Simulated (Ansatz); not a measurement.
```xyz
7

N    -0.1116   -0.0321   -0.9852
H    -0.4692    0.8715   -1.3010
H    -0.0723   -0.0489    0.0575
H     0.8225   -0.1816   -1.3708
H    -0.7331   -0.7740   -1.3132
Cl   -0.2367   -0.2127    2.2174
H     0.8005    0.3778    2.6952
```

Geometry: PBE0-D4/def2-TZVP.

Theory: RKS PBE0-D4/def2-TZVPPD in Ansatz.

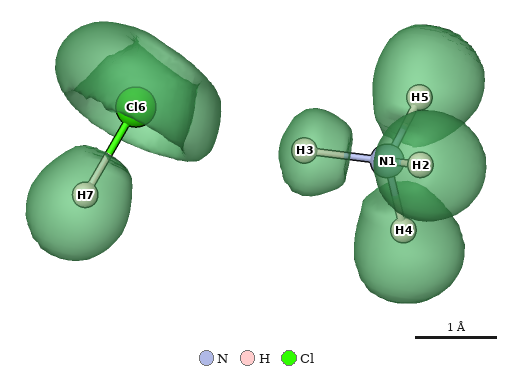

NH₄···HCl (SMILES [NH4+].Cl) (charge +1). Isosurface of the ELF at 0.85 (green), seen at an oblique angle. Only the valence region is drawn (cores and ρ < 0.01 e/Å³ removed).

Where are the electrons localised?

Answer. The ELF exceeds this value in five regions around hydrogen nuclei and one ring or bowl of non-bonding electrons around Cl.

Values along the shortest contacts:
Cl6···H3 (2.17 Å): the ELF dips to about 0.15 between them: by its geometry a hydrogen bond between the two molecules, with no shared pair. N–H (1.02 Å): the ELF climbs to about 1 towards the hydrogen, as it does in any bond to H (an ordinary covalent bond to hydrogen).
